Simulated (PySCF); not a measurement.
# Tl: excitation energy in aug-cc-pVQZ-DK3

Aim: the excitation energy of thallium from differences of total energies, at each level of theory, and how far each lands from the tabulated value where there is one.

The numbers are computed with PySCF 2.14.0 (unrestricted determinants in a Gaussian basis, no spin-orbit coupling in the energies), except any that are marked as measured or tabulated.

## (1) What is computed

```
Element                   : thallium (Z = 81)
Basis                     : aug-cc-pVQZ-DK3 (10s9p7d4f2g, 118 functions)
Hamiltonian               : the spin-free X2C one-electron Hamiltonian (Gaussian nucleus)
State 1                   : Tl: [Xe] 4f14 5d10 6s1 6p2, high-spin 4P determinant (an excited configuration)
Needed too, but not shown : Tl [Xe] 4f14 5d10 6s2 6p1 (2P)
Methods                   : r2SCANh, M06-L
```

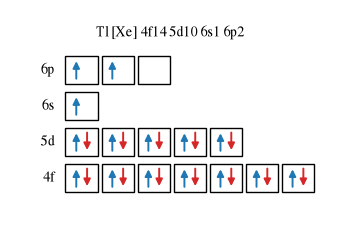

Outer shells as boxes.

The runs were made by one driver on top of PySCF. The scripts below sum up each run's settings (the driver also hands on starting orbitals that pick excited configurations, and frozen orbitals as a list rather than a count), and the logs come from the driver's own runs. The driver starts from symmetry-adapted Hartree-Fock orbitals, holds the occupation by maximum overlap and uses a logarithmic radial grid for functionals, so a plain start would take other cycles.

The integrals over 118 functions and the set-up took 71 s of CPU time.

## (2) Tl [Xe] 4f14 5d10 6s1 6p2: the ladder of methods

r2SCANh:

input.py reads:

```python
from pyscf import gto, scf, dft, mp, cc
import basis_set_exchange as bse
mol = gto.M(atom="Tl 0 0 0", charge=0, spin=3, symmetry="D2h",
            basis=gto.basis.parse(bse.get_basis("aug-cc-pVQZ-DK3", elements=["Tl"], fmt="nwchem")),
            nucmod="G")
mf = dft.UKS(mol, xc="HYB_MGGA_XC_R2SCANH").sfx2c1e()
mf.irrep_nelec = {'Ag': (12, 11), 'B1g': (3, 3), 'B2g': (3, 3), 'B3g': (3, 3), 'Au': (1, 1), 'B1u': (7, 6), 'B2u': (7, 6), 'B3u': (6, 6)}
mf.kernel()
```

What it wrote:

```text
damping factor = 0
level_shift factor = 0
DIIS = <class 'pyscf.scf.diis.CDIIS'>
diis_start_cycle = 1
diis_space = 10
diis_damp = 0
SCF conv_tol = 1e-09
SCF conv_tol_grad = None
number electrons alpha = 42  beta = 39
XC functionals = HYB_MGGA_XC_R2SCANH
    M. Bursch, H. Neugebauer, S. Ehlert, and S. Grimme.,  J. Chem. Phys. 156, 134105 (2022)
cycle= 1 E= -20247.3274292803  delta_E= -0.0101  |g|= 0.0297  |ddm|= 2.73
cycle= 2 E= -20247.3275182069  delta_E= -8.89e-05  |g|= 0.0234  |ddm|= 0.758
cycle= 3 E= -20247.3276484567  delta_E= -0.00013  |g|= 0.00315  |ddm|= 0.217
cycle= 4 E= -20247.3276522064  delta_E= -3.75e-06  |g|= 0.000366  |ddm|= 0.0562
cycle= 5 E= -20247.3276523124  delta_E= -1.06e-07  |g|= 2.65e-05  |ddm|= 0.00299
cycle= 6 E= -20247.327652313  delta_E= -6.15e-10  |g|= 3.12e-06  |ddm|= 0.000373
converged SCF energy = -20247.327652313  <S^2> = 3.7557078  2S+1 = 4.0028529
```

CPU time 10 s on a shared host, the integrals not counted.

Orbital energies by shell (radii are means over both spins):

```csv
shell,electrons,mean orbital energy (eV),spread (eV),rms radius (bohr)
1s α,1,-85405.4,0,0.0184
1s β,1,-85405.3,0,0.0184
2s β,1,-15247.9,0,0.0743
2s α,1,-15247.9,0,0.0743
2p α,3,-13180.3,0.017,0.0684
2p β,3,-13180.3,0.035,0.0684
3s α,1,-3658.8,0,0.189
3s β,1,-3658.8,0,0.189
3p α,3,-3056.8,0.076,0.192
3p β,3,-3056.8,0.088,0.192
3d α,5,-2401.6,0.071,0.176
3d β,5,-2401.6,0.075,0.176
4s α,1,-827.48,0,0.416
4s β,1,-827.42,0,0.416
4p α,3,-627.81,0.154,0.444
4p β,3,-627.76,0.174,0.444
4d α,5,-384.33,0.158,0.473
4d β,5,-384.28,0.171,0.473
5s α,1,-136.53,0,0.936
5s β,1,-136.42,0,0.936
4f α,7,-118.77,0.171,0.510
4f β,7,-118.71,0.188,0.510
5p α,3,-81.561,0.283,1.07
5p β,3,-81.486,0.347,1.07
5d α,5,-18.376,0.288,1.49
5d β,5,-17.828,0.512,1.49
6s α,1,-12.228,0,2.63
6p α,2,-4.241,0,3.68
```

⟨S²⟩ = 3.756, ⟨L²⟩ = 2.02.

Spin-orbit coupling is strong in this species (close to jj coupling), so the high-spin LS determinant is a model state, not a physical level.

M06-L:

input.py differs from the last one in:

```diff
@@ -5,3 +5,3 @@
             nucmod="G")
-mf = dft.UKS(mol, xc="HYB_MGGA_XC_R2SCANH").sfx2c1e()
+mf = dft.UKS(mol, xc="M06L").sfx2c1e()
 mf.irrep_nelec = {'Ag': (12, 11), 'B1g': (3, 3), 'B2g': (3, 3), 'B3g': (3, 3), 'Au': (1, 1), 'B1u': (7, 6), 'B2u': (7, 6), 'B3u': (6, 6)}
```

What it wrote:

```text
damping factor = 0
level_shift factor = 0
DIIS = <class 'pyscf.scf.diis.CDIIS'>
diis_start_cycle = 1
diis_space = 10
diis_damp = 0
SCF conv_tol = 1e-09
SCF conv_tol_grad = None
number electrons alpha = 42  beta = 39
XC functionals = M06L
    Y. Zhao and D. G. Truhlar.,  J. Chem. Phys. 125, 194101 (2006)
    Y. Zhao and D. G. Truhlar.,  J. Chem. Phys. 125, 194101 (2006)
    Y. Zhao and D. G. Truhlar.,  Theor. Chem. Acc. 120, 215 (2008)
cycle= 1 E= -20246.622739865  delta_E= -0.00939  |g|= 0.0122  |ddm|= 3.54
cycle= 2 E= -20246.6228588961  delta_E= -0.000119  |g|= 0.00629  |ddm|= 0.354
cycle= 3 E= -20246.6228710077  delta_E= -1.21e-05  |g|= 0.00331  |ddm|= 0.0552
cycle= 4 E= -20246.6228744394  delta_E= -3.43e-06  |g|= 0.000232  |ddm|= 0.0636
cycle= 5 E= -20246.6228745395  delta_E= -1e-07  |g|= 4.16e-05  |ddm|= 0.0112
cycle= 6 E= -20246.6228745432  delta_E= -3.71e-09  |g|= 1.04e-05  |ddm|= 0.00228
cycle= 7 E= -20246.6228745434  delta_E= -1.49e-10  |g|= 3.16e-06  |ddm|= 0.000926
converged SCF energy = -20246.6228745434  <S^2> = 3.7528611  2S+1 = 4.0014303
```

CPU time 8.6 s on a shared host, the integrals not counted.

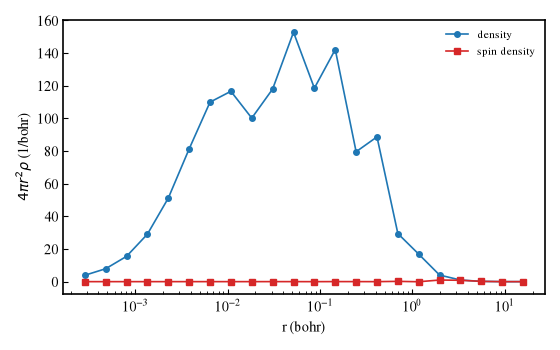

Radial density 4πr²ρ of Tl at M06-L, without picture-change correction, at 22 stored radii joined by straight lines.

## (3) The energy differences

Excitation energy: Tl [Xe] 4f14 5d10 6s2 6p1 (2P) → Tl [Xe] 4f14 5d10 6s1 6p2 (4P).

```
 method  value (eV)
    UHF       4.311
r2SCANh       5.807
  M06-L       6.269
```

Spin-orbit coupling is strong in these open shells (close to jj coupling). The scalar numbers leave it out, so it can dominate the gap to the real levels.

The differences also use runs on Tl [Xe] 4f14 5d10 6s2 6p1 (2P), which are not shown here. The runs at UHF are not shown; their differences are listed all the same.

## (4) Outcome

| quantity | value |
| --- | --- |
| excitation energy, Tl → [Xe] 4f14 5d10 6s1 6p2 | UHF 4.311, M06-L 6.269 eV |

In words: The methods span 1.957 eV, from UHF (4.311) to M06-L (6.269). No reference value is at hand in this session. The basis is finite, and no extrapolation was made.
